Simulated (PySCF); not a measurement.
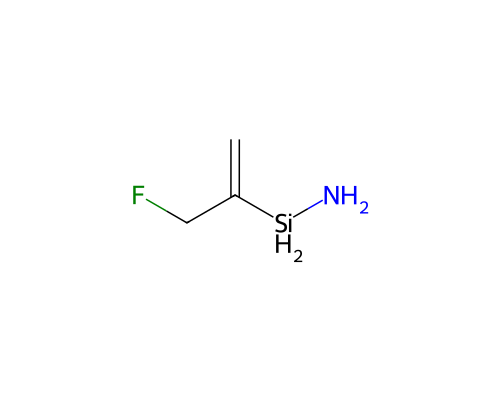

A structural formula.

Transcribe the drawing into SMILES.

Answer. C=C(CF)[SiH2]N

Give the formula, hydrogens included.

Answer. C3H8FNSi.

An optimisation with PBE0-D3(BJ)/def2-SVP gave a structure of which point group?

Answer. C1. Other conformers may differ.

The parts below concern this one geometry. Atoms keep their numbers from picture to picture. The computed structure is the end point of a PBE0-D3(BJ)/def2-SVP optimisation. No frequency run is at hand to confirm it as a minimum.

### Geometry

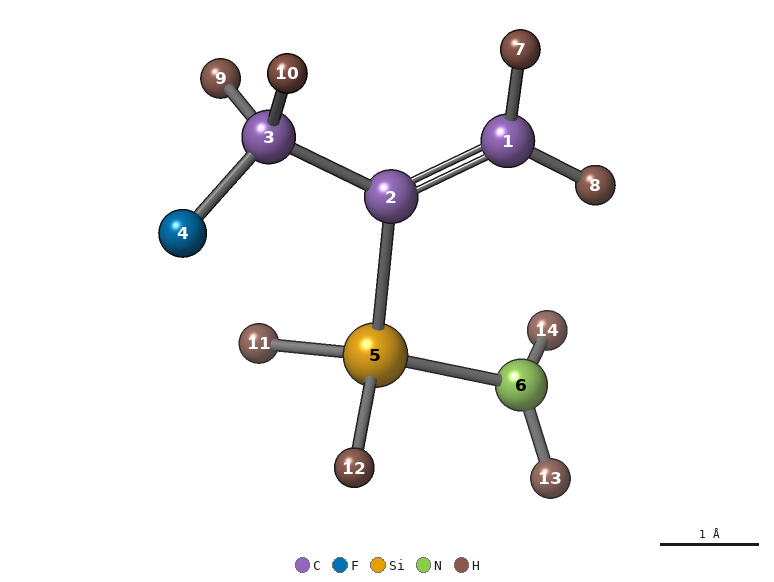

Atoms carry their numbers in the input. No frequency run is at hand to confirm it as a minimum.

What is the geometry at C1?

Answer. C1 has 3 neighbours (C2 at 1.34, H7 at 1.10, H8 at 1.09 Å); the arrangement is trigonal planar.

How are the neighbours of atom 5 arranged?

Answer. Si5 has 4 neighbours (C2 at 1.89, N6 at 1.73, H11 at 1.50, H12 at 1.49 Å); the arrangement is tetrahedral.

Describe the coordination of atom 2.

Answer. C2 has 3 neighbours (C1 at 1.34, C3 at 1.50, Si5 at 1.89 Å); the arrangement is trigonal planar.

What is the geometry at C3?

Answer. C3 has 4 neighbours (C2 at 1.50, F4 at 1.38, H9 at 1.11, H10 at 1.10 Å); the arrangement is tetrahedral.

What is the dihedral angle C1–C2–C3–F4?

Answer. 147° in size, that is anticlinal.

### Levels of theory compared

No frequency run is at hand to confirm it as a minimum. Program: PySCF 2.14.0.

Compare polarisability (bohr³), HOMO–LUMO gap (eV) at these levels: B3LYP/def2-SVPD; BHandHLYP/def2-SVPD; CAM-B3LYP/def2-SVPD; LC-wPBE/def2-SVPD; LDA/def2-SVPD; PBE/def2-SVPD; PBE0/6-31G*; PBE0/def2-SVP; PBE0/def2-SVPD; ωB97X-D/def2-SVPD.

```csv
level,polarisability (bohr³),HOMO–LUMO gap (eV)
B3LYP/def2-SVPD,73.9,6.43
BHandHLYP/def2-SVPD,71.0,9.13
CAM-B3LYP/def2-SVPD,72.6,9.40
LC-wPBE/def2-SVPD,71.0,11.91
LDA/def2-SVPD,77.7,4.44
PBE/def2-SVPD,76.4,4.51
PBE0/6-31G*,59.3,7.08
PBE0/def2-SVP,62.1,6.92
PBE0/def2-SVPD,73.3,6.87
ωB97X-D/def2-SVPD,72.7,10.59
```

### Dipole moment

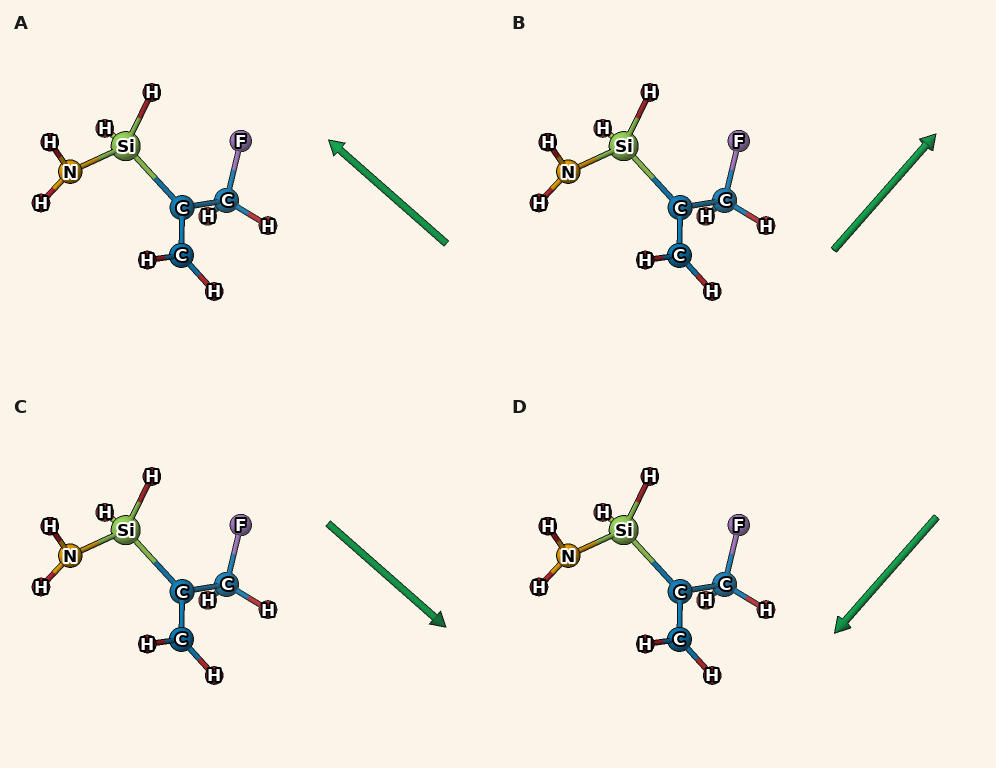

The same molecule four times, each with an arrow. No frequency run is at hand to confirm it as a minimum. Method: PBE0/6-31G*, gas phase (PySCF 2.14.0).

Which arrow points along the dipole moment, from the negative to the positive end?

Answer. D. The dipole moment is 2.36 D.

### Excitation

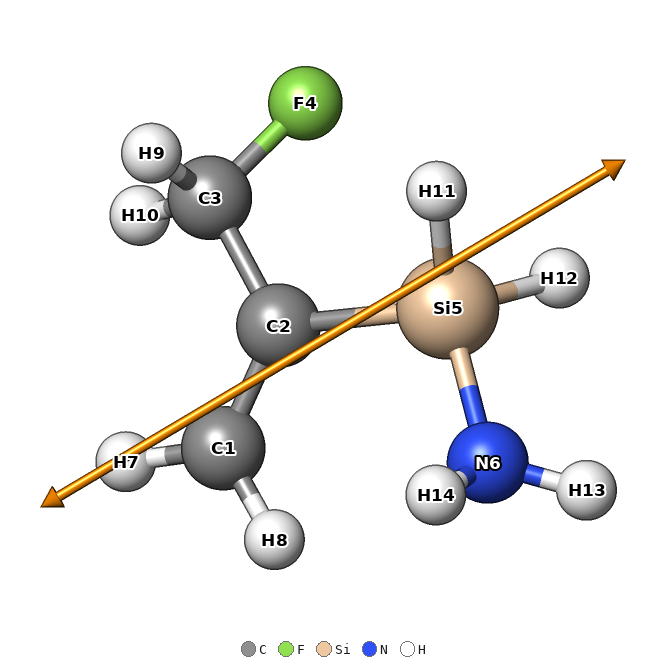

The double arrow shows the direction of the transition dipole to excited singlet state 7 (its length means nothing). No frequency run is at hand to confirm it as a minimum. Properties computed with TDDFT PBE0/6-31G*, vertical, gas phase, core orbitals frozen in the response (PySCF 2.14.0).

Give its energy, strength and character.

Answer. 8.07 eV (154 nm), oscillator strength 0.072, mainly HOMO−3 → LUMO (weight 0.69); transition dipole 1.54 D.
